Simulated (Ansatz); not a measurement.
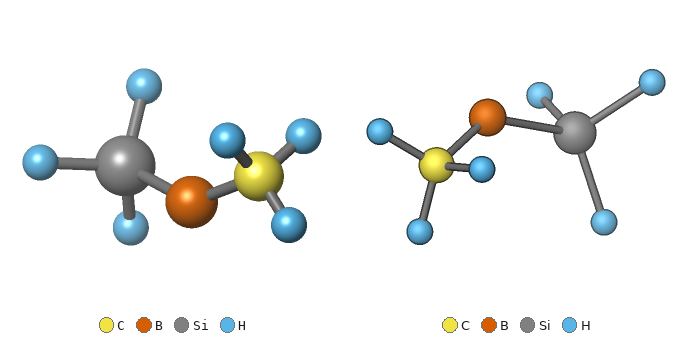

Two views of one molecule.

The species is neutral and a spin doublet. The computed structure is the end point of a PBE0-D4/def2-TZVP optimisation.

Give the formula.

CH6BSi, 9 atoms: 1 carbon, 6 hydrogen, 1 boron and 1 silicon.

Give a SMILES string for it.

C[B][SiH3]

Count the bonded pairs by element.

3 C–H, 3 Si–H, 1 C–B, 1 B–Si.

The parts below concern this one geometry. Atoms keep their numbers from picture to picture.

## Geometry

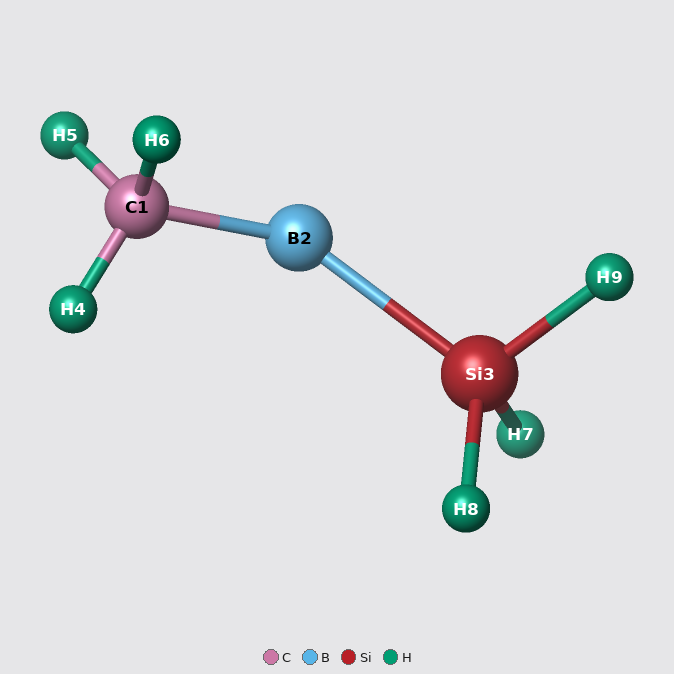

Describe the coordination of atom 1.

C1 has 4 neighbours (B2 at 1.53, H4 at 1.10, H5 at 1.09, H6 at 1.10 Å); the arrangement is tetrahedral.

How are the neighbours of atom 2 arranged?

B2 has 2 neighbours (C1 at 1.53, Si3 at 1.98 Å); the arrangement is bent.

What is the geometry at Si3?

Si3 has 4 neighbours (B2 at 1.98, H7 at 1.49, H8 at 1.50, H9 at 1.49 Å); the arrangement is tetrahedral.

## Vibrations

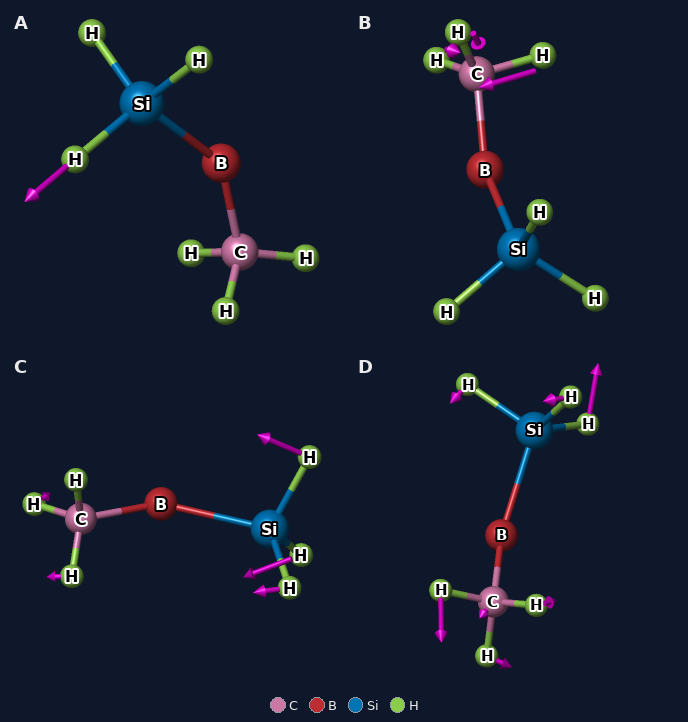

4 normal modes of one molecule or complex, as arrows. Harmonic vibrations computed with UKS PBE0-D4/def2-TZVP (Ansatz 0.2.0) at a stationary point of the same level.

Match the panels to the wavenumbers 490 cm⁻¹, 883 cm⁻¹, 2159 cm⁻¹, 2989 cm⁻¹.

A: 2159 cm⁻¹, Si–H stretching
B: 2989 cm⁻¹, in-phase stretching of 2 C–H bonds
C: 883 cm⁻¹, angle bending
D: 490 cm⁻¹, angle bending

## Dipole moment

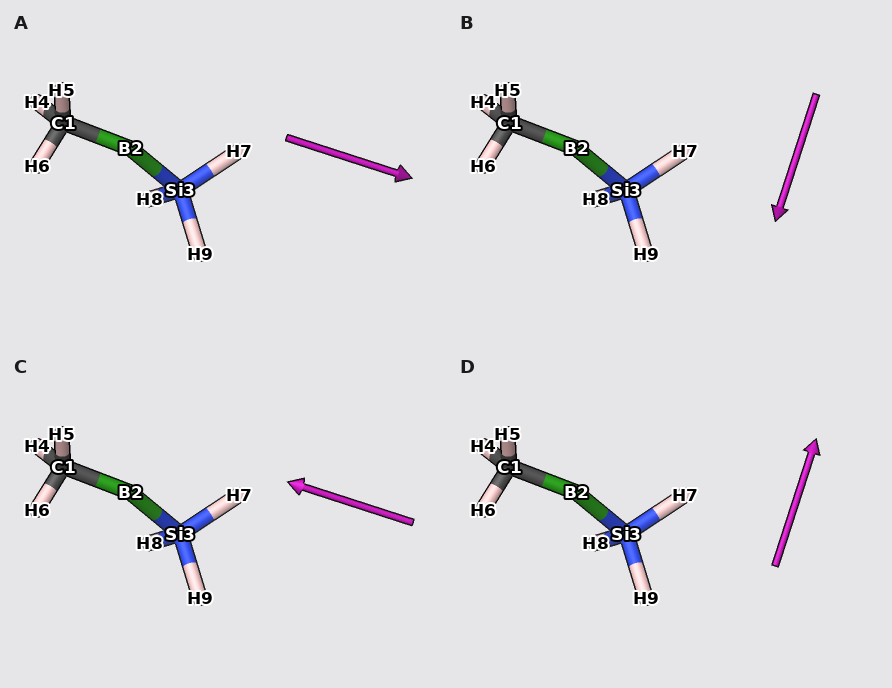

The same molecule four times, each with an arrow. Level of theory: UKS ωB97M-V/def2-TZVPP (Ansatz 0.2.0).

Which arrow points along the dipole moment, from the negative to the positive end?

C. The dipole moment is 1.58 D; it points from the side of H7 to the side of H4, H5 (the outermost atoms at the two ends).

## Charges

The questions are on Mulliken charges. Method: UKS PBE0-D4/def2-TZVP (Ansatz 0.2.0).

Give the Mulliken charges atom by atom.

| atom | value (e) |
| --- | --- |
| C1 | −0.39 |
| B2 | −0.01 |
| Si3 | 0.00 |
| H4 | 0.15 |
| H5 | 0.16 |
| H6 | 0.16 |
| H7 | −0.02 |
| H8 | −0.03 |
| H9 | −0.02 |

Mulliken values depend strongly on the basis set and can even reverse the polarity of a bond.
